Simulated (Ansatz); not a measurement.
# Ti7C8N7: the cost of one run

All numbers below are computed with Ansatz 0.2.0 (DFT PBE, scalar-relativistic, plane waves, PAW).

### Step 1. Starting point

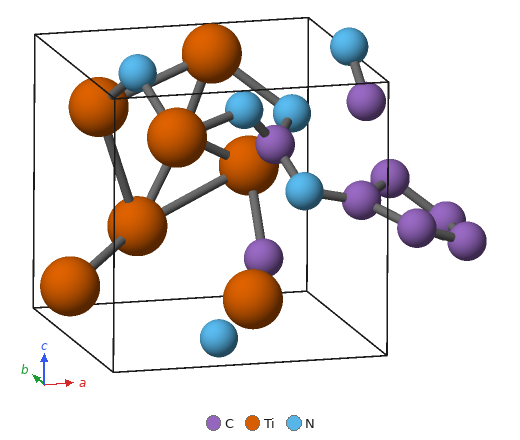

Start, viewed slightly off an axis; carbon purple, titanium orange, nitrogen blue. Each atom of the cell is drawn once.

It is the last frame of an earlier stage of the same melt, run at 2880 K.

Coordinates:

```cif
data_structure
_symmetry_space_group_name_H-M 'P 1'
_symmetry_Int_Tables_number 1
_cell_length_a 6.0766
_cell_length_b 5.7835
_cell_length_c 6.0060
_cell_angle_alpha 91.079
_cell_angle_beta 90.947
_cell_angle_gamma 89.507
_cell_volume 211.00
loop_
_atom_site_label
_atom_site_type_symbol
_atom_site_fract_x
_atom_site_fract_y
_atom_site_fract_z
_atom_site_occupancy
C1 C 0.71575 0.48480 0.64899 1
C2 C 0.99058 0.34324 0.46153 1
C3 C 0.74277 0.71384 0.17799 1
C4 C 0.93385 0.09818 0.88396 1
C5 C 0.33281 0.19293 0.32615 1
C6 C 0.14754 0.52452 0.48878 1
C7 C 0.32726 0.43241 0.34429 1
C8 C 0.12988 0.12668 0.40204 1
Ti1 Ti 0.98777 0.54935 0.16010 1
Ti2 Ti 0.15706 0.78340 0.75006 1
Ti3 Ti 0.58586 0.83873 0.90581 1
Ti4 Ti 0.75826 0.95706 0.45836 1
Ti5 Ti 0.29725 0.28403 0.74703 1
Ti6 Ti 0.59144 0.32915 0.12774 1
Ti7 Ti 0.31545 0.83252 0.29304 1
N1 N 0.77343 0.31499 0.51468 1
N2 N 0.49179 0.88071 0.60576 1
N3 N 0.22611 0.53553 0.92754 1
N4 N 0.91244 0.24175 0.05172 1
N5 N 0.58126 0.41624 0.79975 1
N6 N 0.83967 0.70107 0.70435 1
N7 N 0.37353 0.00825 0.07389 1
```

### Step 2. Langevin stage at 1600 K

One k point, a Fermi-Dirac width of 0.138 eV and a fixed cell.

Input file input.yaml:

```yaml
crystal:
  lattice:
    - [6.076351, 0.025247, -0.049807]
    - [0.025247, 5.783208, -0.055363]
    - [-0.049807, -0.055363, 6.005517]
  atoms:
    - { symbol: C, position: [0.7157541992, 0.4848001959, 0.6489865449] }
    - { symbol: C, position: [0.9905761484, 0.3432442643, 0.4615347456] }
    - { symbol: C, position: [0.7427747282, 0.7138392811, 0.1779871958] }
    - { symbol: C, position: [0.9338510799, 0.0981766135, 0.8839613079] }
    - { symbol: C, position: [0.3328090219, 0.1929330293, 0.3261471902] }
    - { symbol: C, position: [0.1475437906, 0.5245171221, 0.4887761646] }
    - { symbol: C, position: [0.3272605998, 0.4324122583, 0.3442900155] }
    - { symbol: C, position: [0.1298780258, 0.1266821452, 0.4020355496] }
    - { symbol: Ti, position: [0.9877694678, 0.5493496473, 0.1601033205] }
    - { symbol: Ti, position: [0.1570599603, 0.783400435, 0.7500592433] }
    - { symbol: Ti, position: [0.5858606171, 0.8387336546, 0.9058053552] }
    - { symbol: Ti, position: [0.7582616158, 0.9570631572, 0.4583581322] }
    - { symbol: Ti, position: [0.2972476048, 0.284031504, 0.747034565] }
    - { symbol: Ti, position: [0.5914401711, 0.329149556, 0.1277382804] }
    - { symbol: Ti, position: [0.3154532699, 0.8325204344, 0.2930409051] }
    - { symbol: "N", position: [0.7734291319, 0.3149884053, 0.5146810461] }
    - { symbol: "N", position: [0.4917862702, 0.8807078206, 0.6057644174] }
    - { symbol: "N", position: [0.2261078018, 0.5355301879, 0.927541577] }
    - { symbol: "N", position: [0.9124430577, 0.2417483886, 0.0517235441] }
    - { symbol: "N", position: [0.5812572363, 0.4162390383, 0.7997478443] }
    - { symbol: "N", position: [0.8396675124, 0.7010667952, 0.7043455476] }
    - { symbol: "N", position: [0.3735281325, 0.008253787, 0.0738871478] }
  symmetry: { detect: false }
basis:
  ecutwfc: 420
  xc_grid: 1
kpoints:
  mp_grid: { grid: [1, 1, 1], shift: [0.25, 0.25, 0.25] }
hamiltonian:
  xc: pbe
scf:
  occupations: { method: fermi_dirac, width: 0.1379 }
  lower_state_search: "off"
  convergence: { dr2_threshold: 1.0e-05 }
output:
  forces: true
  stress: true
md:
  timestep: 2.0
  n_steps: 208
  ensemble: nvt_langevin
  friction: 0.03
  temperature: 1600.0
  initial_velocities: maxwell_boltzmann
  seed: 21783
```

On the command line:

```sh
ansatz run input.yaml --threads 2 --pin off --max-ram 5120MiB --backend cpu --events-out ev --progress --plain --runs-dir out
```

What time and memory should one allow on 2 threads of Arm Neoverse V1, shared host?

About 5.2 min, with a peak of 0.41 GiB.
